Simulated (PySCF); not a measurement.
## C$_{2}$H$_{9}$BSSi: one change and its effect

System: C$_{2}$H$_{9}$BSSi.
Method of run A: GIAO PBE0/pcSseg-1 NMR shielding, non-relativistic, gas phase (PySCF 2.14.0).

The geometry comes from this level: PBE0-D3(BJ)/def2-SVP. Text and figures count atoms from 1; the logs count them from 0 in places.

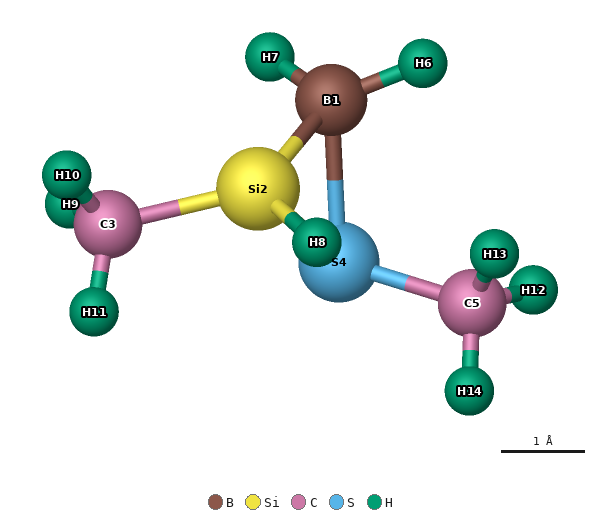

Figure 1. The structure (ball-and-stick view, seen at an oblique angle; atoms are numbered from 1 in the order of the input).

Input file, run A:
```
{"job": {"kind": "nmr", "xc": "PBE0", "basis": "pcSseg-1", "pop": false}, "charge": 0, "multiplicity": 1}
B     -0.761175     1.394507    -0.080213
Si    -0.561228    -0.187382     1.061413
C     -1.659700    -1.705093     1.013464
S      0.510553     0.061977    -0.923627
C      2.142557     0.655502    -0.394400
H     -0.182799     2.426938     0.170161
H     -1.764421     1.409638    -0.758775
H      0.546048    -0.368246     2.051599
H     -2.297816    -1.687053     0.117967
H     -2.319731    -1.703233     1.896442
H     -1.076660    -2.637640     1.023710
H      2.495443     1.377095    -1.143406
H      2.076509     1.152775     0.582183
H      2.834454    -0.195188    -0.339400
```

The first line tells a small driver script what to run in PySCF; the rest is the geometry in Å.

Launched with:
```bash
OMP_NUM_THREADS=1 python <driver script> task.json out
```

Hardware: 1 CPU thread, shared host.

Output (run A):
```
coarse grid: 12088 points
cycle   1  E = -793.6482080918  dE =  2.057e-01  |g| = 3.910e-01  |ddm| = 3.264e+00
cycle   2  E = -793.6434457093  dE =  4.762e-03  |g| = 4.101e-01  |ddm| = 9.042e-01
cycle   3  E = -793.6954712106  dE = -5.203e-02  |g| = 3.091e-02  |ddm| = 4.864e-01
cycle   4  E = -793.6957114371  dE = -2.402e-04  |g| = 1.379e-02  |ddm| = 5.379e-02
cycle   5  E = -793.6957579251  dE = -4.649e-05  |g| = 4.887e-03  |ddm| = 2.073e-02
cycle   6  E = -793.6957649981  dE = -7.073e-06  |g| = 5.708e-04  |ddm| = 5.999e-03
final grid: 105648 points
cycle   7  E = -793.7269229641  dE = -2.177e-05  |g| = 8.084e-03  |ddm| = 2.377e-02
cycle   8  E = -793.7269151010  dE =  7.863e-06  |g| = 9.764e-03  |ddm| = 1.538e-02
cycle   9  E = -793.7269398329  dE = -2.473e-05  |g| = 5.086e-04  |ddm| = 9.054e-03
cycle  10  E = -793.7269399112  dE = -7.826e-08  |g| = 1.598e-04  |ddm| = 1.017e-03
cycle  11  E = -793.7269399189  dE = -7.708e-09  |g| = 3.310e-05  |ddm| = 2.599e-04
cycle  12  E = -793.7269399192  dE = -2.929e-10  |g| = 6.825e-06  |ddm| = 5.468e-05
converged SCF energy = -793.7269399192

GIAO shielding tensors (ppm)
atom      isotropic    diamagn.    paramagn.     s11        s22        s33       span
  0 B      126.862     199.252     -72.390    105.295    127.964    147.327     42.031
  1 Si     352.825     881.771    -528.946    283.147    350.519    424.809    141.662
  2 C      187.813     253.923     -66.111    178.720    188.697    196.021     17.301
  3 S      782.839    1059.913    -277.074    580.427    609.728   1158.362    577.936
  4 C      161.361     251.297     -89.936    138.326    154.982    190.775     52.449
  5 H       29.234      30.431      -1.196     25.600     27.773     34.331      8.731
  6 H       28.991      30.465      -1.474     25.602     26.593     34.780      9.178
  7 H       27.406      30.652      -3.246     22.622     26.842     32.755     10.133
  8 H       31.250      30.843       0.407     25.898     29.474     38.377     12.479
  9 H       30.859      28.222       2.638     26.272     27.548     38.757     12.485
 10 H       30.245      30.073       0.172     25.060     28.430     37.245     12.185
 11 H       29.257      29.143       0.115     23.604     25.971     38.197     14.593
 12 H       30.411      30.701      -0.290     24.800     29.216     37.218     12.418
 13 H       29.349      29.846      -0.496     23.552     26.194     38.302     14.749
```

The input of run B differs as follows (lines with − go, lines with + come):
```diff
-"xc": "PBE0"
+"xc": "HF"
```

What does this change do to the results?

The total energies belong to different methods, so their difference says nothing on which is more stable or more accurate. The HOMO goes from −6.81 to −9.17 eV. The LUMO goes from −0.40 to 2.83 eV. The dipole moment goes from 2.52 to 2.58 D. Of all shieldings, the largest change is that of S4, by +74.0 ppm. The method changes from PBE0 to HF. The SCF takes 10 iterations against 12.

Output (run B):
```
final grid: 105648 points
cycle   1  E = -791.9833441232  dE =  5.463e-01  |g| = 3.867e-01  |ddm| = 3.103e+00
cycle   2  E = -792.0403130589  dE = -5.697e-02  |g| = 1.446e-01  |ddm| = 6.137e-01
cycle   3  E = -792.0467590516  dE = -6.446e-03  |g| = 4.900e-02  |ddm| = 1.960e-01
cycle   4  E = -792.0477531945  dE = -9.941e-04  |g| = 7.529e-03  |ddm| = 8.350e-02
cycle   5  E = -792.0477801129  dE = -2.692e-05  |g| = 2.506e-03  |ddm| = 1.797e-02
cycle   6  E = -792.0477840051  dE = -3.892e-06  |g| = 7.304e-04  |ddm| = 6.132e-03
cycle   7  E = -792.0477844416  dE = -4.365e-07  |g| = 2.157e-04  |ddm| = 2.655e-03
cycle   8  E = -792.0477844820  dE = -4.035e-08  |g| = 6.123e-05  |ddm| = 8.295e-04
cycle   9  E = -792.0477844852  dE = -3.206e-09  |g| = 1.865e-05  |ddm| = 2.227e-04
cycle  10  E = -792.0477844855  dE = -3.697e-10  |g| = 6.153e-06  |ddm| = 8.181e-05
converged SCF energy = -792.0477844855

GIAO shielding tensors (ppm)
atom      isotropic    diamagn.    paramagn.     s11        s22        s33       span
  0 B      135.774     194.599     -58.826    114.472    138.458    154.390     39.918
  1 Si     393.586     878.605    -485.019    342.327    377.904    460.528    118.201
  2 C      194.889     253.865     -58.975    187.896    195.024    201.749     13.853
  3 S      856.819    1059.572    -202.753    655.646    686.640   1228.170    572.523
  4 C      171.714     249.213     -77.499    153.199    167.163    194.779     41.579
  5 H       29.871      30.530      -0.659     25.950     28.234     35.430      9.481
  6 H       29.624      30.572      -0.948     26.136     26.929     35.807      9.671
  7 H       28.084      30.844      -2.760     23.246     27.368     33.638     10.393
  8 H       31.608      31.275       0.333     26.037     29.793     38.993     12.956
  9 H       31.319      28.675       2.645     26.461     27.801     39.696     13.235
 10 H       30.740      30.570       0.170     25.337     28.739     38.144     12.807
 11 H       29.689      29.431       0.258     23.579     26.368     39.119     15.541
 12 H       30.833      30.661       0.172     24.777     29.805     37.917     13.140
 13 H       29.835      29.996      -0.161     23.709     26.639     39.157     15.448
```

The two runs side by side:

| quantity | run A | run B |
| --- | --- | --- |
| outcome | converged | converged |
| total energy (hartree) | −793.726940 | −792.047784 |
| HOMO (eV) | −6.81 | −9.17 |
| LUMO (eV) | −0.40 | 2.83 |
| dipole moment (D) | 2.52 | 2.58 |
| shielding of B1 (ppm) | 126.9 | 135.8 |
| shielding of Si2 (ppm) | 352.8 | 393.6 |
| shielding of C3 (ppm) | 187.8 | 194.9 |
| shielding of S4 (ppm) | 782.8 | 856.8 |
| shielding of C5 (ppm) | 161.4 | 171.7 |
| shielding of H6 (ppm) | 29.2 | 29.9 |
| shielding of H8 (ppm) | 27.4 | 28.1 |
| SCF iterations | 12 | 10 |
| basis functions | 144 | 144 |
| wall time (shared host) | 13 s | 6.8 s |
